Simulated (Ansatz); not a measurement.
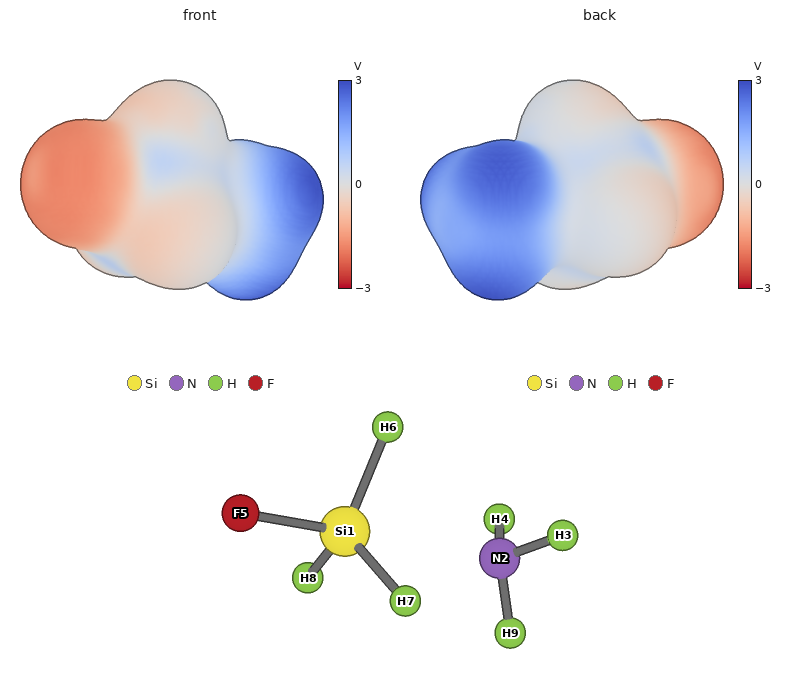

*FH$_{3}$Si···NH$_{3}$. The electrostatic potential painted on the density surface at 0.004 e/bohr³, seen from the front and from behind; red is negative and blue positive. The bare structure is drawn below in the same view.*

Level of theory: Ansatz 0.2.0, RKS PBE/6-31G*.

```yaml
atoms:
  - { symbol: Si, position_ang: [0.4134, -0.2516, -0.2228] }
  - { symbol: N, position_ang: [-0.0474, -0.3080, 2.1763] }
  - { symbol: H, position_ang: [-1.0287, -0.0901, 2.3849] }
  - { symbol: H, position_ang: [0.5234, 0.3701, 2.6943] }
  - { symbol: F, position_ang: [0.7227, -0.2126, -1.8406] }
  - { symbol: H, position_ang: [-0.0452, 1.1454, 0.0785] }
  - { symbol: H, position_ang: [-0.6494, -1.3038, -0.0961] }
  - { symbol: H, position_ang: [1.7385, -0.6214, 0.3773] }
  - { symbol: H, position_ang: [0.1447, -1.2302, 2.5844] }
```

> Where is the surface potential most negative and most positive?

The most negative region (about −1.8 V) lies over F5, the most positive (about +2.8 V) over H3, H4 and H9.
